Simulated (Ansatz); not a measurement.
# CH3AlClO: one change and its effect

System: CH3AlClO, multiplicity 2, SMILES C[O][Al][Cl].
Method of the first run: UKS PBE0-D4/def2-TZVPP (Ansatz 0.2.0).

The geometry comes from this level: PBE0-D4/def2-TZVP. Text and figures count atoms from 1; the logs count them from 0 in places.

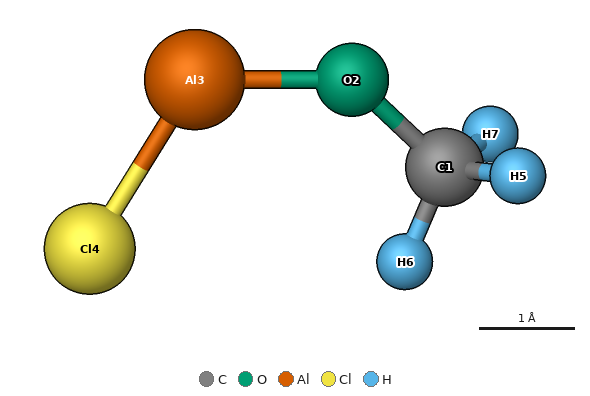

Figure 1. The input geometry (ball-and-stick view, seen at a tilt; atoms are numbered from 1 in the order of the input). Sticks mark near contacts. Bond lengths as drawn: Al–Cl 2.12 Å, Al–O 1.68 Å, C–H 1.09 to 1.10 Å and C–O 1.40 Å.

The input, the first run:
```yaml
crystal:
  periodic: [false, false, false]
  atoms:
    - {symbol: C, position_ang: [0.040815, 0.884849, 0.297312]}
    - {symbol: O, position_ang: [0.872507, -0.061629, -0.318104]}
    - {symbol: Al, position_ang: [0.754843, -1.652562, -0.837046]}
    - {symbol: Cl, position_ang: [-1.070262, -2.695882, -0.586215]}
    - {symbol: H, position_ang: [-0.047355, 1.769867, -0.339843]}
    - {symbol: H, position_ang: [-0.964519, 0.492625, 0.485774]}
    - {symbol: H, position_ang: [0.475270, 1.194832, 1.252422]}
basis:
  gaussian: {orbitals: def2-TZVPP}
magnetization: {spin_polarized: true, initial_magnetization: 1}
hamiltonian: {xc: pbe0, dispersion: d4}
output: {orbitals: {seedname: orbitals}}
```

Hardware: 2 CPU threads, shared host.

Output (the first run):
```
Functional definition: PBE0
  parameter a = 0.25
  parameter kappa = 0.804
  parameter beta = 0.06672455060314922
  exchange = (1 - a)*pbe_x(kappa = kappa, mu = beta*pi^2/3) + a*exact_x
  correlation = pbe_c(beta = beta)
1133 factors; their error is unknown
mean field evaluation 1: about -22238.6310 eV, gradient 4.1e1 eV
mean field evaluation 2: about -22193.1790 eV, gradient 1.0e2 eV
mean field evaluation 4: about -22245.4049 eV, gradient 6.2e0 eV
mean field evaluation 8: about -22245.6217 eV, gradient 2.6e-1 eV
mean field evaluation 16: about -22245.6219 eV, gradient 4.0e-5 eV
mean field -22245.62192525 eV, -817.5115271289 hartree, gradient 4.0e-5 eV, S^2 0.751906; 0 other end points of the search recorded, 0 dependent functions left out
reference -22245.62195665 eV, -817.5115282828 hartree; 24, 23 occupied and 164, 165 virtual orbitals, 1133 factors
Total energy: -22245.74379399 eV, -817.5160057224 hartree
```

The second run used a changed input.

The two runs side by side:

```tsv
quantity	the first run	the second run
outcome	converged	converged
total energy (hartree)	−817.516006	−817.133049
HOMO (eV)	−6.44	−6.33
LUMO (eV)	−2.88	−2.81
⟨S²⟩	0.752	0.752
basis functions	188	79
wall time (shared host)	3.6 s	2.4 s
```

Which change of the input explains these differences?

The change (lines with − go, lines with + come):
```diff
-  gaussian: {orbitals: def2-TZVPP}
+  gaussian: {orbitals: def2-SVP}
```

The total energy of the second run is 240.3 kcal/mol higher, which measures the change of basis and not a stability. The HOMO goes from −6.44 to −6.33 eV. The LUMO goes from −2.88 to −2.81 eV. The basis functions go from 188 to 79.

Output (the second run):
```
Functional definition: PBE0
  parameter a = 0.25
  parameter kappa = 0.804
  parameter beta = 0.06672455060314922
  exchange = (1 - a)*pbe_x(kappa = kappa, mu = beta*pi^2/3) + a*exact_x
  correlation = pbe_c(beta = beta)
746 factors; integrals over basis functions are off by at most 1.4e-3 eV
mean field evaluation 1: about -22229.7509 eV, gradient 3.5e1 eV
mean field evaluation 2: about -22192.9921 eV, gradient 8.9e1 eV
mean field evaluation 4: about -22234.9197 eV, gradient 4.8e0 eV
mean field evaluation 8: about -22235.2006 eV, gradient 2.8e-1 eV
mean field evaluation 16: about -22235.2012 eV, gradient 1.3e-4 eV
mean field -22235.20115233 eV, -817.1285707874 hartree, gradient 1.9e-5 eV, S^2 0.751923; 0 other end points of the search recorded, 0 dependent functions left out
reference -22235.20117926 eV, -817.1285717770 hartree; 24, 23 occupied and 55, 56 virtual orbitals, 746 factors
Total energy: -22235.32301660 eV, -817.1330492166 hartree
```
